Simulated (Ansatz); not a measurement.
# H + FNa (NaHF) radical: an exchange reaction of three atoms

How does the energy of H + FNa (the system H + FNa), spin multiplicity 2 change over two coordinates at once? A grid of runs gives the map.

Program: Ansatz 0.2.0. Level of theory: UHF/aug-cc-pVTZ. These are calculated values, not measurements.

### 1 The part H radical alone, at the geometry typed

The input, input.yaml:

```yaml
crystal:
  periodic: [false, false, false]
  atoms:
    - { symbol: H, position_ang: [0.0, 0.0, 0.0] }
magnetization:
  spin_polarized: true
  initial_magnetization: 1
basis:
  gaussian: { orbitals: aug-cc-pVTZ }
hamiltonian:
  xc: hf
```

Launch:

```sh
$ ansatz run input.yaml --threads 1 --pin off --max-ram 2560MiB --backend cpu --events-out ev --progress --plain --runs-dir out
```

Standard output:

```text
Warning: RAYON_NUM_THREADS=1 ignored (pool sized by the plan → 1); use --threads N
Engine: ansatz 0.2.0, aarch64-unknown-linux-gnu
Functional definition: HF
  exchange = exact_x
  correlation = 0
64 factors; their error is unknown
mean field evaluation 1: about -13.5420 eV, gradient 1.8e0 eV
mean field evaluation 2: about -13.5917 eV, gradient 7.0e-1 eV
mean field evaluation 4: about -13.6008 eV, gradient 9.2e-3 eV
mean field evaluation 8: about -13.5420 eV, gradient 1.8e0 eV
mean field -13.60082707 eV, -0.4998211760 hartree, gradient 2.6e-6 eV, S^2 0.750000; 0 other end points of the search recorded, 0 dependent functions left out
reference -13.60082707 eV, -0.4998211760 hartree; 1, 0 occupied and 22, 23 virtual orbitals, 64 factors
Total energy: -13.60082707 eV, -0.4998211760 hartree
```

Run time: 0.05 s. Hardware: 1 thread of Arm Neoverse V1, shared host; peak memory 0.055 GiB.

### 2 Reference run: NaF, relaxed

The input, input.yaml:

```yaml
crystal:
  periodic: [false, false, false]
  atoms:
    - { symbol: F, position_ang: [0.0, 0.0, 0.0] }
    - { symbol: Na, position_ang: [2.26, 0.0, 0.0] }
basis:
  gaussian: { orbitals: aug-cc-pVTZ }
hamiltonian:
  xc: hf
output:
  forces: true
relax:
  f_tol: 0.003
  max_steps: 120
```

Launch:

```sh
$ ansatz run input.yaml --threads 1 --pin off --max-ram 2560MiB --backend cpu --events-out ev --progress --plain --runs-dir out
```

Standard output:

```text
Warning: RAYON_NUM_THREADS=1 ignored (pool sized by the plan → 1); use --threads N
The last accepted step is kept in <dir> (removed where the run ends without a failure and the disk answers)
Engine: ansatz 0.2.0, aarch64-unknown-linux-gnu
Functional definition: HF
  exchange = exact_x
  correlation = 0
614 factors; their error is unknown
mean field evaluation 1: about -7109.0901 eV, gradient 4.0e1 eV
mean field evaluation 2: about -7110.0827 eV, gradient 3.6e1 eV
mean field evaluation 4: about -7111.6892 eV, gradient 2.8e-1 eV
mean field evaluation 8: about -7111.8866 eV, gradient 7.6e-5 eV
mean field -7111.88661359 eV, -261.3570124397 hartree, gradient 1.1e-5 eV, S^2 0.000000; 0 other end points of the search recorded, 0 dependent functions left out
the calculation of the forces begins
reference -7111.88661359 eV, -261.3570124397 hartree; 10, 10 occupied and 86, 86 virtual orbitals, 614 factors
relax step   1: F+E_penalty+E_count = -7111.88661359 eV  Δ(F+E_penalty+E_count) = +0.000e0 eV  max|allowed force component| = 1.761e0 eV/Å  Δτ_max = 0.0000 Å  (30 SCF iters, accepted)
these checks for a lower state are left out or cut short: starts, cluster_reference, orbital_swaps, neighbouring_geometries, increment
614 factors; their error is unknown
mean field evaluation 16: about -7112.2321 eV, gradient 1.7e-1 eV
mean field -7112.23219404 eV, -261.3697122867 hartree, gradient 7.5e-6 eV, S^2 0.000000; 0 other end points of the search recorded, 0 dependent functions left out
the calculation of the forces begins
reference -7112.23219404 eV, -261.3697122867 hartree; 10, 10 occupied and 86, 86 virtual orbitals, 614 factors
relax step   2: F+E_penalty+E_count = -7112.23219404 eV  Δ(F+E_penalty+E_count) = -3.456e-1 eV  max|allowed force component| = 6.317e-1 eV/Å  Δτ_max = 0.1299 Å  (28 SCF iters, accepted)
these checks for a lower state are left out or cut short: starts, cluster_reference, orbital_swaps, neighbouring_geometries, increment
614 factors; their error is unknown
mean field -7112.24986095 eV, -261.3703615338 hartree, gradient 1.3e-5 eV, S^2 0.000000; 0 other end points of the search recorded, 0 dependent functions left out
the calculation of the forces begins
reference -7112.24986095 eV, -261.3703615338 hartree; 10, 10 occupied and 86, 86 virtual orbitals, 614 factors
relax step   3: F+E_penalty+E_count = -7112.24986095 eV  Δ(F+E_penalty+E_count) = -1.767e-2 eV  max|allowed force component| = 3.217e-1 eV/Å  Δτ_max = 0.0462 Å  (26 SCF iters, accepted)
these checks for a lower state are left out or cut short: starts, cluster_reference, orbital_swaps, neighbouring_geometries, increment
614 factors; their error is unknown
mean field evaluation 32: about -7112.2541 eV, gradient 9.5e-4 eV
mean field -7112.25406821 eV, -261.3705161477 hartree, gradient 7.9e-6 eV, S^2 0.000000; 0 other end points of the search recorded, 0 dependent functions left out
the calculation of the forces begins
reference -7112.25406821 eV, -261.3705161477 hartree; 10, 10 occupied and 86, 86 virtual orbitals, 614 factors
relax step   4: F+E_penalty+E_count = -7112.25406821 eV  Δ(F+E_penalty+E_count) = -4.207e-3 eV  max|allowed force component| = 1.734e-3 eV/Å  Δτ_max = 0.0133 Å  (27 SCF iters, accepted)
614 factors; their error is unknown
mean field -7112.25406821 eV, -261.3705161477 hartree, gradient 7.8e-6 eV, S^2 0.000000; 1 other end points of the search recorded, 0 dependent functions left out
the calculation of the forces begins
reference -7112.25406821 eV, -261.3705161477 hartree; 10, 10 occupied and 86, 86 virtual orbitals, 614 factors
Total energy: -7112.25406821 eV, -261.3705161477 hartree
Atom 0 at     0.162780    -0.000000    -0.000000 Å, force    -0.001734    -0.000000     0.000000 eV/Å
Atom 1 at     2.097220     0.000000     0.000000 Å, force     0.001734     0.000000    -0.000000 eV/Å
Dipole moment:     1.765687     0.000000     0.000000 e Å
```

Run time: 2.8 s. Hardware: 1 thread of Arm Neoverse V1, shared host; peak memory 0.12 GiB.

The steps of the relaxation:

```tsv
step	energy from step 1 (eV)	largest force component (eV/Å)
1	0.0000	1.7607
2	-0.3456	0.6317
3	-0.3632	0.3217
4	-0.3675	0.0017
```

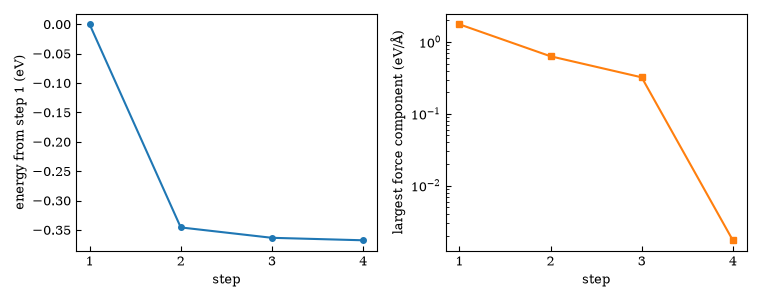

Energy and largest force along the relaxation.

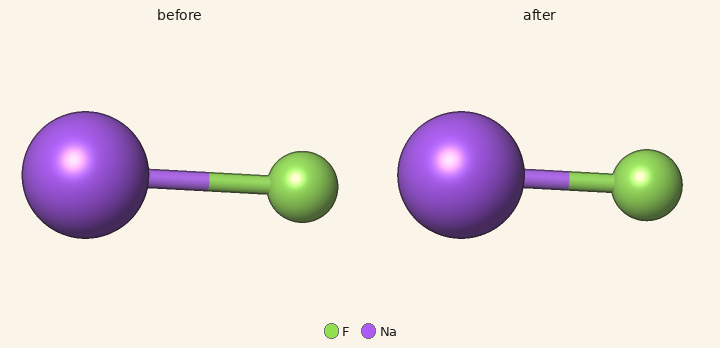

Before and after, at one scale.

The bond:

```tsv
bond	before (Å)	after (Å)	change (Å)
F1–Na2	2.260	1.934	-0.326
```

### 3 Setting up the map

First coordinate, distance H1–F2: 17 values from 0.728 to 2.328 Å. Second coordinate, distance F2–Na3: 17 values from 1.808 to 3.408 Å.

Nothing else is relaxed (the angle H1–F2–Na3 is fixed at 120 degrees). Energies count from H far from the relaxed FNa (each part in its own basis).

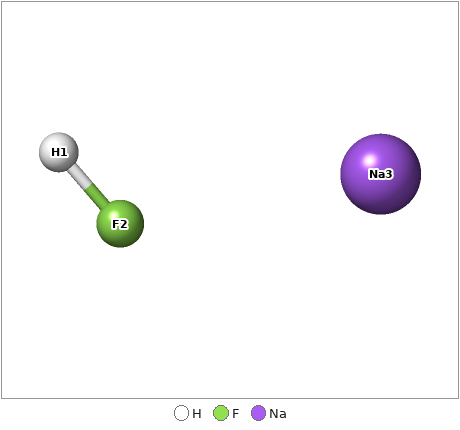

The geometry at distance H1–F2 = 0.992 Å, distance F2–Na3 = 2.791 Å.

Of the runs on the grid, 3 are shown in the steps below; the others differ only in the two coordinates.

### 4 The run at distance H1–F2 = 0.992 Å, distance F2–Na3 = 2.791 Å

The input, input.yaml:

```yaml
crystal:
  periodic: [false, false, false]
  atoms:
    - { symbol: H, position_ang: [-0.992, 0.0, 0.0] }
    - { symbol: F, position_ang: [0.0, 0.0, 0.0] }
    - { symbol: Na, position_ang: [1.3955, 2.417077, 0.0] }
magnetization:
  spin_polarized: true
  initial_magnetization: 1
basis:
  gaussian: { orbitals: aug-cc-pVTZ }
hamiltonian:
  xc: hf
output:
  forces: true
```

Launch:

```sh
$ ansatz run input.yaml --threads 1 --pin off --max-ram 2560MiB --backend cpu --events-out ev --progress --plain --runs-dir out
```

Standard output:

```text
Warning: RAYON_NUM_THREADS=1 ignored (pool sized by the plan → 1); use --threads N
Engine: ansatz 0.2.0, aarch64-unknown-linux-gnu
Functional definition: HF
  exchange = exact_x
  correlation = 0
678 factors; their error is unknown
mean field evaluation 1: about -7125.3488 eV, gradient 1.8e1 eV
mean field evaluation 2: about -7126.2561 eV, gradient 1.3e1 eV
mean field evaluation 4: about -7126.7659 eV, gradient 7.3e-1 eV
mean field evaluation 8: about -7126.7873 eV, gradient 1.0e-1 eV
mean field evaluation 16: about -7125.2760 eV, gradient 1.5e1 eV
mean field -7126.98770193 eV, -261.9119672000 hartree, gradient 1.3e-5 eV, S^2 0.750082; 0 other end points of the search recorded, 0 dependent functions left out
the calculation of the forces begins
reference -7126.98770193 eV, -261.9119672000 hartree; 11, 10 occupied and 108, 109 virtual orbitals, 678 factors
Total energy: -7126.98770193 eV, -261.9119672000 hartree
Atom 0 at    -0.992000     0.000000     0.000000 Å, force     4.505041    -0.012557    -0.000000 eV/Å
Atom 1 at     0.000000     0.000000     0.000000 Å, force    -4.471971     0.078762     0.000000 eV/Å
Atom 2 at     1.395500     2.417077     0.000000 Å, force    -0.033069    -0.066204    -0.000000 eV/Å
Dipole moment:    -0.472057    -0.423288    -0.000000 e Å
```

It took 1.5 s on 1 thread of Arm Neoverse V1, shared host; peak memory 0.15 GiB.

On the map this point reads −1.13 eV.

### 5 Grid point distance H1–F2 = 0.910 Å, distance F2–Na3 = 2.458 Å

The input, input.yaml:

```yaml
crystal:
  periodic: [false, false, false]
  atoms:
    - { symbol: H, position_ang: [-0.91, 0.0, 0.0] }
    - { symbol: F, position_ang: [0.0, 0.0, 0.0] }
    - { symbol: Na, position_ang: [1.229, 2.12869, 0.0] }
magnetization:
  spin_polarized: true
  initial_magnetization: 1
basis:
  gaussian: { orbitals: aug-cc-pVTZ }
hamiltonian:
  xc: hf
output:
  forces: true
```

Launch:

```sh
$ ansatz run input.yaml --threads 1 --pin off --max-ram 2560MiB --backend cpu --events-out ev --progress --plain --runs-dir out
```

Standard output:

```text
Warning: RAYON_NUM_THREADS=1 ignored (pool sized by the plan → 1); use --threads N
Engine: ansatz 0.2.0, aarch64-unknown-linux-gnu
Functional definition: HF
  exchange = exact_x
  correlation = 0
678 factors; their error is unknown
mean field evaluation 1: about -7125.7701 eV, gradient 1.7e1 eV
mean field evaluation 2: about -7126.6073 eV, gradient 1.1e1 eV
mean field evaluation 4: about -7127.0057 eV, gradient 6.7e-1 eV
mean field evaluation 8: about -7127.2235 eV, gradient 2.0e-1 eV
mean field -7127.22389702 eV, -261.9206472098 hartree, gradient 3.0e-5 eV, S^2 0.750085; 0 other end points of the search recorded, 0 dependent functions left out
the calculation of the forces begins
reference -7127.22389702 eV, -261.9206472098 hartree; 11, 10 occupied and 108, 109 virtual orbitals, 678 factors
Total energy: -7127.22389702 eV, -261.9206472098 hartree
Atom 0 at    -0.910000     0.000000     0.000000 Å, force     0.419897    -0.033606     0.000000 eV/Å
Atom 1 at     0.000000     0.000000     0.000000 Å, force    -0.431840     0.037804    -0.000000 eV/Å
Atom 2 at     1.229000     2.128690     0.000000 Å, force     0.011943    -0.004198    -0.000000 eV/Å
Dipole moment:    -0.436463    -0.502371    -0.000000 e Å
```

It took 1.4 s on 1 thread of Arm Neoverse V1, shared host; peak memory 0.15 GiB.

On the map this point reads −1.37 eV.

### 6 Grid point distance H1–F2 = 0.835 Å, distance F2–Na3 = 1.990 Å

The input, input.yaml:

```yaml
crystal:
  periodic: [false, false, false]
  atoms:
    - { symbol: H, position_ang: [-0.835, 0.0, 0.0] }
    - { symbol: F, position_ang: [0.0, 0.0, 0.0] }
    - { symbol: Na, position_ang: [0.995, 1.723391, 0.0] }
magnetization:
  spin_polarized: true
  initial_magnetization: 1
basis:
  gaussian: { orbitals: aug-cc-pVTZ }
hamiltonian:
  xc: hf
output:
  forces: true
```

Launch:

```sh
$ ansatz run input.yaml --threads 1 --pin off --max-ram 2560MiB --backend cpu --events-out ev --progress --plain --runs-dir out
```

Standard output:

```text
Warning: RAYON_NUM_THREADS=1 ignored (pool sized by the plan → 1); use --threads N
Engine: ansatz 0.2.0, aarch64-unknown-linux-gnu
Functional definition: HF
  exchange = exact_x
  correlation = 0
678 factors; their error is unknown
mean field evaluation 1: about -7125.4366 eV, gradient 1.8e1 eV
mean field evaluation 2: about -7126.2559 eV, gradient 1.1e1 eV
mean field evaluation 4: about -7126.5948 eV, gradient 6.3e-1 eV
mean field evaluation 8: about -7126.8131 eV, gradient 2.0e-1 eV
mean field evaluation 16: about -7124.7754 eV, gradient 9.0e0 eV
mean field evaluation 32: about -7126.8123 eV, gradient 1.9e-1 eV
mean field -7126.81363072 eV, -261.9055702012 hartree, gradient 1.8e-5 eV, S^2 0.750097; 0 other end points of the search recorded, 0 dependent functions left out
the calculation of the forces begins
reference -7126.81363072 eV, -261.9055702012 hartree; 11, 10 occupied and 108, 109 virtual orbitals, 678 factors
Total energy: -7126.81363072 eV, -261.9055702012 hartree
Atom 0 at    -0.835000     0.000000     0.000000 Å, force    -6.203360    -0.153604    -0.000000 eV/Å
Atom 1 at     0.000000     0.000000     0.000000 Å, force     5.407962    -1.095162     0.000000 eV/Å
Atom 2 at     0.995000     1.723391     0.000000 Å, force     0.795399     1.248767    -0.000000 eV/Å
Dipole moment:    -0.342948    -0.577596    -0.000000 e Å
```

It took 1.7 s on 1 thread of Arm Neoverse V1, shared host; peak memory 0.15 GiB.

Energy on the map's scale: −0.96 eV.

### 7 Energy over the grid

289 points were computed. Energies in eV, from H far from the relaxed FNa (each part in its own basis); the table lists every other line.

| distance F2–Na3 (Å) ↓, distance H1–F2 (Å) → | 0.728 | 0.835 | 0.992 | 1.175 | 1.378 | 1.596 | 1.829 | 2.073 | 2.328 |
| --- | --- | --- | --- | --- | --- | --- | --- | --- | --- |
| 3.408 | 0.28 | −1.17 | −1.10 | 0.12 | 1.68 | 2.36 | 2.33 | 2.30 | 2.29 |
| 3.153 | 0.28 | −1.17 | −1.11 | 0.10 | 1.65 | 2.03 | 1.99 | 1.95 | 1.94 |
| 2.909 | 0.28 | −1.17 | −1.12 | 0.08 | 1.59 | 1.68 | 1.61 | 1.57 | 1.55 |
| 2.676 | 0.28 | −1.18 | −1.14 | 0.04 | 1.30 | 1.29 | 1.22 | 1.17 | 1.14 |
| 2.458 | 0.28 | −1.18 | −1.16 | 0.00 | 0.97 | 0.91 | 0.82 | 0.76 | 0.74 |
| 2.255 | 0.32 | −1.16 | −1.15 | −0.03 | 0.66 | 0.57 | 0.46 | 0.40 | 0.36 |
| 2.072 | 0.43 | −1.06 | −1.06 | 0.00 | 0.45 | 0.33 | 0.21 | 0.13 | 0.10 |
| 1.915 | 0.67 | −0.82 | −0.85 | 0.14 | 0.42 | 0.27 | 0.14 | 0.06 | 0.02 |
| 1.808 | 0.99 | −0.50 | −0.54 | 0.37 | 0.56 | 0.40 | 0.26 | 0.17 | 0.13 |

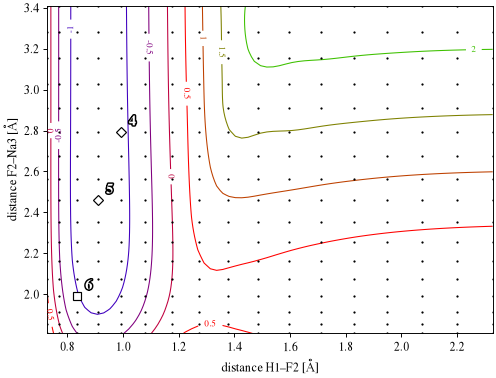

The map; numbers mark the steps of this session that print a point's run. The picture shows contour lines labelled in eV, dots at the grid points. Between grid points the surface is interpolated.

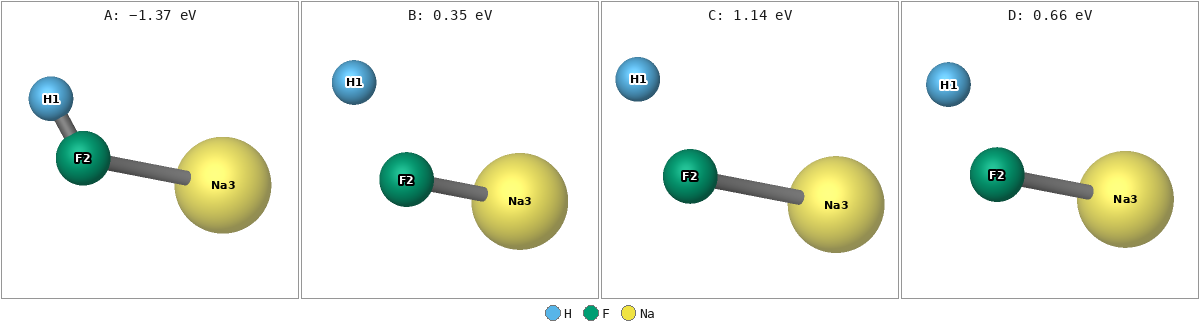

Structures on the grid, at one scale: A at distance H1–F2 = 0.910 Å, distance F2–Na3 = 2.458 Å; B at distance H1–F2 = 1.485 Å, distance F2–Na3 = 1.990 Å; C at distance H1–F2 = 1.485 Å, distance F2–Na3 = 2.565 Å; D at distance H1–F2 = 1.378 Å, distance F2–Na3 = 2.255 Å.

On the same grid, largest force on an atom (eV/Å):

```
distance F2–Na3 (Å) ↓, distance H1–F2 (Å) →  0.728  0.835  0.992  1.175  1.378  1.596  1.829  2.073  2.328
                                      3.408   23.4    5.8    4.6    7.8    6.0    1.2    1.3    1.3    1.3
                                      3.153   23.5    5.8    4.6    7.8    6.1    1.4    1.5    1.5    1.5
                                      2.909   23.5    5.9    4.5    7.7    6.1    1.7    1.7    1.7    1.7
                                      2.676   23.6    5.9    4.5    7.5    1.5    1.9    1.9    1.9    1.9
                                      2.458   23.6    6.0    4.4    7.3    1.6    2.0    2.0    2.0    1.9
                                      2.255   23.7    6.1    4.3    6.9    1.4    1.9    1.9    1.8    1.8
                                      2.072   23.7    6.2    4.6    6.3    0.9    1.3    1.3    1.2    1.1
                                      1.915   23.8    6.3    5.3    6.0    0.7    0.7    0.4    0.3    0.3
                                      1.808   23.9    6.3    6.5    6.3    2.3    2.1    2.1    2.0    2.0
```

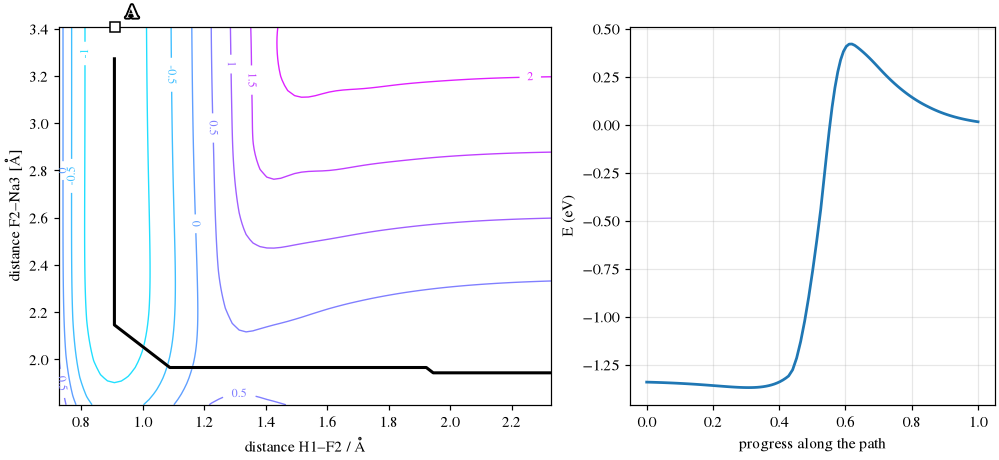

The easiest path on the interpolated surface, from A. Drawn: contour lines labelled in eV, a line along the lowest path, the energy along the path at the right. Between grid points the surface is interpolated.

### 8 What came out

```
                       quantity                                                                                                                                               value
                   lowest point                                                                                       distance H1–F2 = 0.910 Å, distance F2–Na3 = 2.458 Å, −1.37 eV
         highest computed point                                                                       distance H1–F2 = 1.596 Å, distance F2–Na3 = 3.408 Å, 3.73 eV above the lowest
largest force on an atom (eV/Å)  0.3 at distance H1–F2 = 2.328 Å, distance F2–Na3 = 1.915 Å to 23.9 at distance H1–F2 = 0.728 Å, distance F2–Na3 = 1.808 Å; 0.4 at the lowest point
        time for the whole task                                                                                                                    9.3 min on 1 thread, shared host
```

**Reading.** The lowest computed point is at distance H1–F2 = 0.910 Å, distance F2–Na3 = 2.458 Å, −1.37 eV from H far from the relaxed FNa (each part in its own basis). The highest computed point, distance H1–F2 = 1.596 Å, distance F2–Na3 = 3.408 Å, lies 3.73 eV above the lowest. Two valleys reach the map's edge, at distance H1–F2 = 0.910 Å, distance F2–Na3 = 3.408 Å and at distance H1–F2 = 2.328 Å, distance F2–Na3 = 1.915 Å. On the interpolated surface the pass between them lies about 1.8 eV above the first of these points and 0.41 eV above the second.
